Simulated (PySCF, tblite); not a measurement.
**C7H11BFP: geometry, infrared bands and NMR shifts**

Aim: predict the infrared bands and NMR shifts of C7H11BFP (`CB(C)p1cc(C)cc1F`).

Programs: tblite 0.8.0 and PySCF 2.14.0, with density-fitted response routines of our own. Each step states its level of theory. These are calculated values for one molecule in the gas phase, unless marked as measured. Atoms are numbered from 0 throughout.

**1. The starting structure**

21 atoms, charge 0, multiplicity 1; geometry from: force field or distance geometry start.

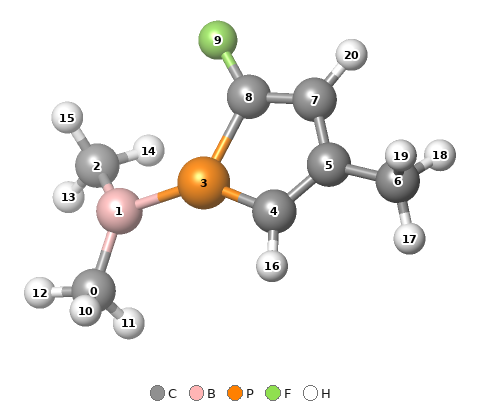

As it starts; carbon grey, boron pink, phosphorus orange, fluorine green, hydrogen white, atoms numbered; sticks join atoms by distance.

**2. Relaxing the molecule with GFN2-xTB**

Job settings and geometry (Å):

```
{"job": {"kind": "relax", "xc": "GFN2-xTB", "basis": "xTB"}, "charge": 0, "multiplicity": 1}
C     -2.936100    -1.336600     0.083600
B     -2.113900    -0.049000     0.483200
C     -2.801900     1.339800     0.241200
P     -0.179500    -0.101600     0.528300
C      1.148100    -0.960900     0.099900
C      2.308800    -0.258400     0.012500
C      3.617200    -0.860300    -0.375400
C      2.171200     1.068500     0.334100
C      0.894600     1.394100     0.653600
F      0.405600     2.631500     1.017900
H     -2.690300    -2.203900     0.703400
H     -2.847800    -1.508100    -0.990000
H     -4.026000    -1.111200     0.274100
H     -3.781400     1.244200    -0.265100
H     -2.149100     1.865400    -0.509100
H     -2.892400     1.951300     1.150000
H      0.983800    -2.020600    -0.101600
H      3.484900    -1.761900    -1.006800
H      4.133300    -0.107600    -1.017900
H      4.274400    -0.997200     0.508700
H      2.987500     1.799700     0.329500
```

Run with:

```bash
OMP_NUM_THREADS=1 python probes_run.py task.json out
```

The driver reads the jobs from task.json and runs them one after another.

Output:

```text
step      E/eV     max force
  0    -788.85829    5.752
  1    -789.39674    1.621
  2    -789.52100    0.982
  3    -789.60324    0.557
  4    -789.65976    0.700
  5    -789.70249    0.546
  6    -789.72728    0.405
  7    -789.75485    0.353
  8    -789.78432    0.404
  9    -789.81121    0.419
 10    -789.83190    0.300
 11    -789.85036    0.284
 12    -789.86906    0.309
 13    -789.88730    0.292
 14    -789.90008    0.244
 15    -789.90906    0.237
 16    -789.91817    0.256
 17    -789.92754    0.223
 18    -789.93439    0.158
 19    -789.93861    0.114
 20    -789.94193    0.163
 21    -789.94566    0.169
 22    -789.94975    0.143
 23    -789.95338    0.114
 24    -789.95643    0.150
 25    -789.95954    0.156
 26    -789.96332    0.157
 27    -789.96783    0.188
 28    -789.97271    0.178
 29    -789.97765    0.180
 30    -789.98291    0.205
 31    -789.98901    0.189
 32    -789.99617    0.241
 33    -790.00383    0.218
 34    -790.01067    0.185
 35    -790.01584    0.185
 36    -790.01984    0.167
 37    -790.02375    0.145
 38    -790.02820    0.165
 39    -790.03297    0.159
 40    -790.03777    0.149
 41    -790.04300    0.181
 42    -790.04966    0.258
 43    -790.05789    0.259
 44    -790.06542    0.193
 45    -790.06965    0.110
 46    -790.07138    0.095
 47    -790.07259    0.185
 48    -790.07430    0.108
 49    -790.07667    0.104
 50    -790.07792    0.116
 51    -790.07967    0.112
 52    -790.08212    0.089
 53    -790.08393    0.066
 54    -790.08506    0.073
 55    -790.08596    0.083
 56    -790.08685    0.069
 57    -790.08770    0.068
 58    -790.08845    0.062
 59    -790.08909    0.061
 60    -790.08968    0.063
 61    -790.09016    0.042
 62    -790.09047    0.028
 63    -790.09065    0.032
 64    -790.09082    0.034
 65    -790.09102    0.034
 66    -790.09125    0.032
 67    -790.09149    0.042
 68    -790.09170    0.043
 69    -790.09195    0.032
 70    -790.09227    0.041
 71    -790.09271    0.041
 72    -790.09322    0.068
 73    -790.09375    0.072
 74    -790.09426    0.048
 75    -790.09477    0.047
 76    -790.09528    0.048
 77    -790.09574    0.066
 78    -790.09608    0.053
 79    -790.09629    0.030
 80    -790.09642    0.029
 81    -790.09654    0.032
 82    -790.09667    0.037
 83    -790.09684    0.030
 84    -790.09702    0.023
 85    -790.09717    0.029
 86    -790.09735    0.028
 87    -790.09751    0.027
 88    -790.09768    0.024
 89    -790.09782    0.027
 90    -790.09794    0.022
 91    -790.09805    0.020
 92    -790.09815    0.025
 93    -790.09826    0.024
 94    -790.09836    0.021
 95    -790.09842    0.017
 96    -790.09845    0.016
 97    -790.09849    0.018
 98    -790.09854    0.017
 99    -790.09861    0.019
100    -790.09869    0.022
101    -790.09877    0.027
102    -790.09887    0.025
103    -790.09900    0.027
104    -790.09915    0.026
105    -790.09932    0.028
106    -790.09948    0.027
107    -790.09962    0.023
108    -790.09974    0.031
109    -790.09985    0.030
110    -790.10003    0.032
111    -790.10023    0.032
112    -790.10037    0.034
113    -790.10047    0.036
114    -790.10061    0.035
115    -790.10078    0.039
116    -790.10096    0.033
117    -790.10109    0.030
118    -790.10118    0.025
119    -790.10127    0.027
120    -790.10138    0.028
121    -790.10148    0.028
122    -790.10157    0.021
123    -790.10165    0.019
124    -790.10172    0.019
125    -790.10179    0.017
126    -790.10184    0.014
127    -790.10187    0.011
128    -790.10189    0.010
129    -790.10190    0.009
```

It took 1.9 s on 1 thread of Arm Neoverse N1, shared host.

The steps of the relaxation: (not every step is listed)

```csv
step,energy from step 0 (eV),largest force (eV/Å)
0,0.0000,5.7521
1,-0.5385,1.6214
2,-0.6627,0.9820
3,-0.7450,0.5571
4,-0.8015,0.6997
5,-0.8442,0.5463
6,-0.8690,0.4049
7,-0.8966,0.3530
8,-0.9260,0.4038
19,-1.0803,0.1141
30,-1.1246,0.2055
41,-1.1847,0.1814
52,-1.2238,0.0891
63,-1.2324,0.0324
74,-1.2360,0.0484
85,-1.2389,0.0290
96,-1.2402,0.0158
107,-1.2413,0.0234
118,-1.2429,0.0247
124,-1.2434,0.0193
125,-1.2435,0.0173
126,-1.2436,0.0136
127,-1.2436,0.0112
128,-1.2436,0.0100
129,-1.2436,0.0088
```

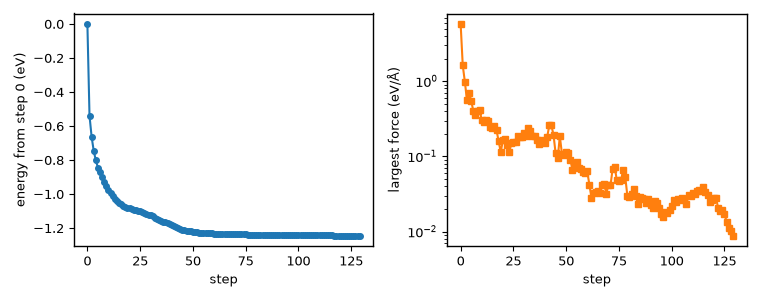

Energy and force, step by step.

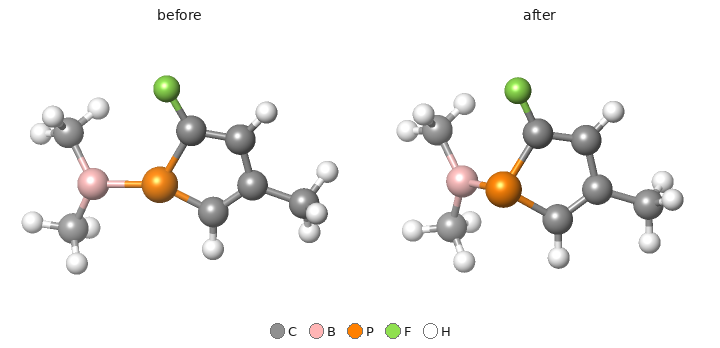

Before and after, at one scale.

Distances of close pairs at the start and the end, largest changes first:

```csv
bond,before (Å),after (Å),change (Å)
P3–C4,1.638,1.786,+0.147
C5–C7,1.372,1.435,+0.063
P3–C8,1.846,1.793,-0.053
B1–P3,1.936,1.894,-0.042
C0–H12,1.129,1.089,-0.040
C2–H14,1.125,1.091,-0.033
C8–F9,1.379,1.347,-0.032
C6–H18,1.116,1.090,-0.026
```

The next job starts from the end point, and lists it.

**3. Vibrational analysis with GFN2-xTB**

Job settings and geometry (Å):

```
{"job": {"kind": "ir", "xc": "GFN2-xTB", "basis": "xTB"}, "charge": 0, "multiplicity": 1}
C     -2.420226    -1.321128    -0.163541
B     -1.821181     0.026142     0.380906
C     -2.510472     1.415883     0.134046
P     -0.265532    -0.036802     1.459541
C      0.918204    -1.045928     0.582725
C      1.971454    -0.320391     0.131044
C      3.165347    -0.884058    -0.567182
C      1.838942     1.090146     0.360596
C      0.683785     1.407128     0.982754
F      0.317206     2.662016     1.308761
H     -1.980383    -2.213676     0.276031
H     -2.252075    -1.380641    -1.239658
H     -3.499212    -1.375051    -0.026560
H     -3.518183     1.346297    -0.269895
H     -1.920707     2.004567    -0.570917
H     -2.551070     2.015824     1.043042
H      0.840700    -2.117865     0.522650
H      3.072232    -1.960935    -0.681730
H      3.276050    -0.432277    -1.552584
H      4.069384    -0.669127     0.001925
H      2.576816     1.806819     0.042279
```

Output:

```text
mode    cm-1     km/mol
  1     -29.6      1.12
  2      36.8      1.75
  3      64.9      1.31
  4      68.6      0.47
  5      89.3      0.92
  6     105.1      0.37
  7     195.7      0.15
  8     220.9      1.87
  9     245.3      1.21
 10     260.4      1.87
 11     276.4      0.57
 12     336.2      2.95
 13     375.7      5.16
 14     442.8      4.00
 15     459.1     12.65
 16     532.8      7.11
 17     541.9      0.96
 18     559.5      1.17
 19     700.8     12.99
 20     715.6      0.19
 21     747.7      9.28
 22     812.4     26.15
 23     825.9      9.98
 24     851.9     16.42
 25     861.2    100.34
 26     866.3     22.64
 27     962.4      5.08
 28    1005.5     11.29
 29    1026.6      7.70
 30    1060.2    273.93
 31    1109.3     43.29
 32    1133.7     24.55
 33    1143.4    148.59
 34    1191.6     67.51
 35    1358.5      7.11
 36    1380.4     54.38
 37    1387.5     17.79
 38    1399.5      4.12
 39    1470.6      1.73
 40    1474.0      1.84
 41    1476.3      4.11
 42    1477.2      2.44
 43    1478.3      6.94
 44    1485.6      2.72
 45    1514.3     44.88
 46    1596.4     49.74
 47    2986.3      7.71
 48    2995.2     17.39
 49    3000.8     24.13
 50    3013.6     28.81
 51    3014.5     10.67
 52    3018.4     25.68
 53    3030.8     36.05
 54    3033.5     19.78
 55    3045.9     23.94
 56    3104.1     16.08
 57    3115.0     26.02
```

Wall time 1.6 s (1 thread of Arm Neoverse N1, shared host).

The strongest bands and the atoms that carry them (share of the mass-weighted mode):

```csv
cm⁻¹,km/mol,atoms
861,100.3,"H15 19 %, H12 18 %, B1 18 %, C0 11 %"
1060,273.9,"B1 45 %, H13 14 %"
1109,43.3,"H20 30 %, C8 22 %, F9 12 %, H16 11 %"
1143,148.6,"B1 63 %, C0 10 %, C2 10 %"
1192,67.5,"H20 37 %, C8 36 %"
1380,54.4,"H11 20 %, H12 18 %, H10 13 %, H14 12 %"
1514,44.9,"C8 31 %, C5 23 %, C7 19 %, C4 13 %"
1596,49.7,"C5 32 %, C7 23 %, C8 21 %, C4 17 %"
```

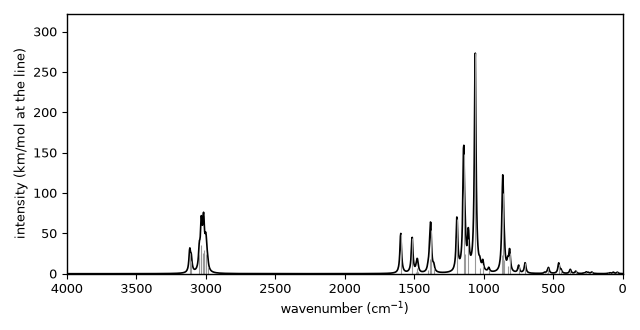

The infrared spectrum from these modes, unscaled. Lines are broadened to a width of 14 cm⁻¹ (Lorentzian).

**4. NMR shieldings: PBE0/pcSseg-1**

Same as in step 3 but for these lines:

```diff
@@ -1,2 +1,2 @@
-{"job": {"kind": "ir", "xc": "GFN2-xTB", "basis": "xTB"}, "charge": 0, "multiplicity": 1}
+{"job": {"kind": "nmr", "xc": "PBE0", "basis": "pcSseg-1"}, "charge": 0, "multiplicity": 1}
 C     -2.420226    -1.321128    -0.163541
```

Level: GIAO PBE0/pcSseg-1 NMR shielding, non-relativistic, gas phase.

Output:

```text
coarse grid: 18224 points
cycle   1  E = -738.5852935082  dE =  1.397e+00  |g| = 6.473e-01  |ddm| = 4.248e+00
cycle   2  E = -738.5250355896  dE =  6.026e-02  |g| = 8.273e-01  |ddm| = 1.176e+00
cycle   3  E = -738.6757801592  dE = -1.507e-01  |g| = 1.533e-01  |ddm| = 7.751e-01
cycle   4  E = -738.6819963644  dE = -6.216e-03  |g| = 4.369e-02  |ddm| = 2.068e-01
cycle   5  E = -738.6824103529  dE = -4.140e-04  |g| = 1.587e-02  |ddm| = 5.072e-02
cycle   6  E = -738.6824597805  dE = -4.943e-05  |g| = 3.957e-03  |ddm| = 1.883e-02
cycle   7  E = -738.6824629278  dE = -3.147e-06  |g| = 1.175e-03  |ddm| = 5.142e-03
final grid: 172288 points
cycle   8  E = -738.7464473620  dE = -4.782e-05  |g| = 1.143e-02  |ddm| = 4.276e-02
cycle   9  E = -738.7464248240  dE =  2.254e-05  |g| = 1.518e-02  |ddm| = 2.395e-02
cycle  10  E = -738.7464786619  dE = -5.384e-05  |g| = 2.070e-03  |ddm| = 1.572e-02
cycle  11  E = -738.7464796201  dE = -9.582e-07  |g| = 3.866e-04  |ddm| = 2.360e-03
cycle  12  E = -738.7464796529  dE = -3.277e-08  |g| = 1.609e-04  |ddm| = 4.933e-04
cycle  13  E = -738.7464796583  dE = -5.395e-09  |g| = 4.385e-05  |ddm| = 1.650e-04
cycle  14  E = -738.7464796588  dE = -5.034e-10  |g| = 1.068e-05  |ddm| = 6.416e-05
converged SCF energy = -738.7464796588

GIAO shielding tensors (ppm)
atom      isotropic    diamagn.    paramagn.     s11        s22        s33       span
  0 C      169.656     253.105     -83.449    148.024    176.354    184.590     36.566
  1 B       13.464     191.304    -177.840    -44.826    -32.428    117.647    162.474
  2 C      171.118     253.133     -82.015    146.861    180.715    185.777     38.916
  3 P      329.197     971.442    -642.244    271.612    338.703    377.277    105.664
  4 C       74.111     263.852    -189.741    -17.565     94.767    145.130    162.695
  5 C       39.496     265.275    -225.779    -59.225     26.307    151.408    210.633
  6 C      164.088     244.031     -79.943    150.295    153.068    188.901     38.606
  7 C       66.839     257.665    -190.826    -12.640     72.024    141.134    153.774
  8 C        0.966     260.342    -259.377    -78.294     21.116     60.075    138.369
  9 F      296.235     475.116    -178.881    186.490    274.263    427.953    241.463
 10 H       30.133      32.660      -2.526     25.560     30.951     33.890      8.329
 11 H       30.792      31.751      -0.959     27.291     29.203     35.882      8.591
 12 H       30.529      28.877       1.652     26.184     28.777     36.625     10.442
 13 H       30.502      29.522       0.980     26.153     29.094     36.258     10.105
 14 H       30.707      32.186      -1.480     25.807     30.957     35.357      9.550
 15 H       29.885      30.348      -0.463     25.444     30.277     33.935      8.491
 16 H       25.878      35.971     -10.093     23.394     26.404     27.836      4.442
 17 H       29.602      29.151       0.451     24.929     29.240     34.636      9.708
 18 H       29.444      28.890       0.554     25.337     27.607     35.388     10.051
 19 H       29.301      26.541       2.761     25.031     27.303     35.570     10.538
 20 H       25.356      33.740      -8.384     22.778     24.455     28.836      6.058
```

Wall time 1.8 min (1 thread of Arm Neoverse N1, shared host); peak memory 1.1 GiB.

Shifts follow as δ = σ(reference) − σ, with reference shieldings (ppm) from runs at the same level and on the same kind of geometry: 1H TMS 31.72, 13C TMS 186.9, 19F CFCl3 170.9, 31P H3PO4 318.4, 11B BF3·OEt2 100.1. The references are single molecules in the gas phase, so shifts against H2O, NH3, PH3, H3PO4 or CFCl3 are not on the usual liquid scales and can be off by tens of ppm. Atoms listed in one row are averaged.

```csv
atoms,environment,σ (ppm),δ (ppm),δ scaled to CDCl3
C8,aromatic carbon bearing fluorine,1.0,186.0,179.6
C5,substituted aromatic carbon,39.5,147.4,142.0
C7,aromatic CH,66.8,120.1,115.3
C4,aromatic CH,74.1,112.8,108.2
C6,methyl carbon on an aromatic ring,164.1,22.8,20.4
"C0, C2",methyl carbon bonded to B,170.4,16.5,14.2
H20,hydrogen on an aromatic CH,25.36,6.36,6.10
H16,hydrogen on an aromatic CH,25.88,5.84,5.61
"H17, H18, H19",hydrogen on a methyl carbon on an aromatic ring,29.45,2.27,2.24
"H10, H11, H12, H13, H14, H15",hydrogen on a methyl carbon bonded to B,30.42,1.29,1.32
B1,"boron bonded to 2 C, P",13.5,86.6,–
P3,"phosphorus bonded to 2 C, B, in a 5-membered ring",329.2,-10.8,–
F9,aryl fluorine,296.2,-125.3,–
```

The scaled column applies a straight-line fit of computed shieldings to shifts measured in CDCl3, and one for carbons that bear F (root-mean-square error 0.16 ppm for H, 1.9 ppm for C).

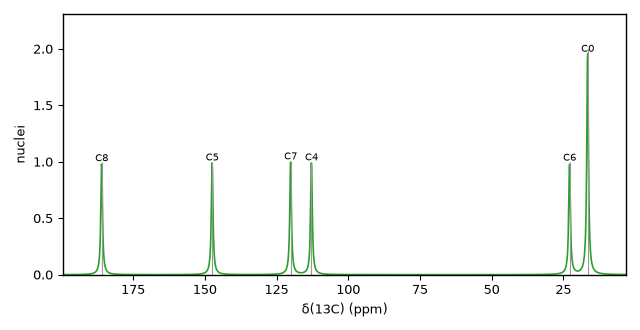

13C lines at the computed shifts, without couplings. Lines are broadened to a width of 0.68 ppm (Lorentzian).

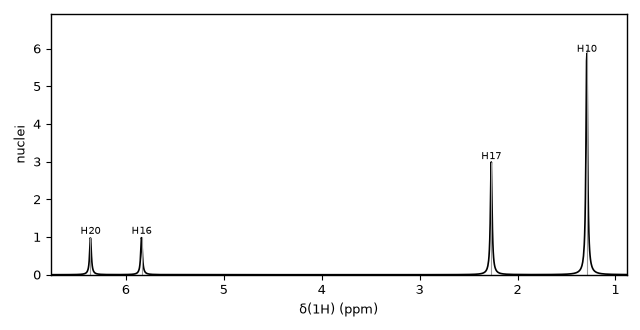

1H lines at the computed shifts, without couplings. Lines are broadened to a width of 0.02 ppm (Lorentzian).

Charges from the same density, by scheme (e):

```csv
atoms,Mulliken,IAO,Hirshfeld,ESP fit
"C0, C2",-0.50,-0.57,-0.20,-0.72
B1,0.34,0.15,0.16,0.64
P3,0.31,0.48,0.11,-0.19
C4,-0.37,-0.41,-0.13,-0.33
C5,-0.27,0.02,0.00,0.30
C6,-0.11,-0.42,-0.11,-0.65
C7,-0.09,-0.23,-0.09,-0.42
C8,0.07,0.08,0.03,0.27
F9,-0.27,-0.26,-0.08,-0.17
```

Hirshfeld charges:

C0 -0.19; B1 0.16; C2 -0.20; P3 0.11; C4 -0.13; C5 0.00; C6 -0.11; C7 -0.09; C8 0.03; F9 -0.08; H10 0.04; H11 0.05; H12 0.05; H13 0.04; H14 0.05; H15 0.04; H16 0.04; H17 0.05; H18 0.05; H19 0.05; H20 0.05

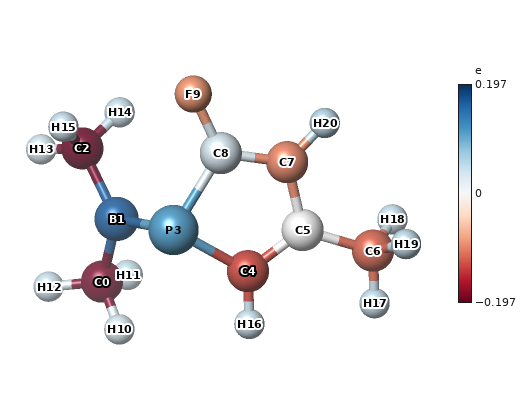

Hirshfeld charges, as colours on the atoms.

Mayer bond orders: C0–B1 1.07, B1–C2 1.07, B1–P3 0.99, P3–C4 1.03, C4–C5 1.69, C5–C6 1.06, C5–C7 1.12, C7–C8 1.65, C8–F9 0.90, C8–P3 1.03.

Ring of atoms P3, C4, C5, C7, C8: NICS(0) -8.2, NICS(1) -6.8, NICS(1)zz -12.8 ppm (means of both faces).

Orbitals, density, ELF and potential are computed afterwards from the orbital file.

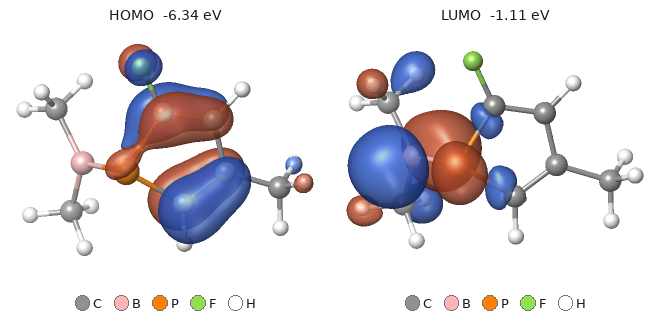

Frontier orbitals at PBE0/pcSseg-1; each surface holds 70 % of the orbital's density, blue and red mark the sign.

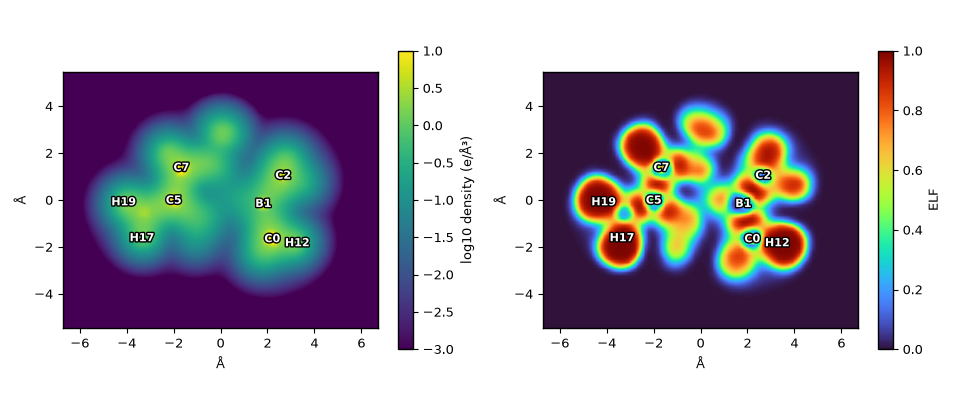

Density (left) and ELF (right) in a plane through or near 8 of the atoms.

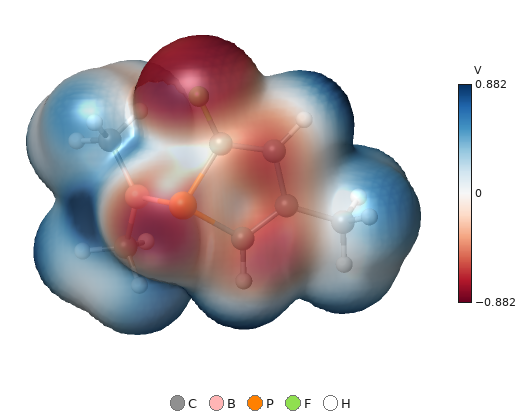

The potential that a unit positive charge feels on the 0.002 e/bohr³ surface, from the 1st to the 99th percentile, from -0.80 V near F9 to 0.88 V near B1.

**5. What came out**

```
                                                               quantity                                       value
                              strongest single infrared mode (GFN2-xTB)                       1060 cm⁻¹, 274 km/mol
                                           zero-point energy (GFN2-xTB)                              101.0 kcal/mol
13C shifts against TMS (PBE0/pcSseg-1, means over atoms taken as alike)  186.0, 147.4, 120.1, 112.8, 22.8, 16.5 ppm
 1H shifts against TMS (PBE0/pcSseg-1, means over atoms taken as alike)                  6.36, 5.84, 2.27, 1.29 ppm
                            11B shifts against BF3·OEt2 (PBE0/pcSseg-1)                                    86.6 ppm
                               31P shifts against H3PO4 (PBE0/pcSseg-1)                                   -10.8 ppm
                               19F shifts against CFCl3 (PBE0/pcSseg-1)                                  -125.3 ppm
                                  surface potential, 1st and 99th percentile                          -0.80 V and 0.88 V
```

The optimisation took 129 steps and gained 1.244 eV; among the close pairs (by a distance rule), P3–C4 changed most, from 1.638 to 1.786 Å. The lowest mode is imaginary (30i cm⁻¹), so the xTB geometry is not a minimum. The strongest single mode, at 1060 cm⁻¹, is spread over many atoms; the largest shares are those of B1, H13. GFN2-xTB is a fitted tight-binding method: band positions and strengths are rough. Its intensities can rank the bands wrongly. At PBE0/pcSseg-1: The widest tensor belongs to F9: span 241 ppm, with a paramagnetic part of -179 ppm. At PBE0/pcSseg-1, counted by nearest atom on the grid, the HOMO lies on C4 30 %; C8 22 %, the LUMO on B1 57 %; P3 11 %.
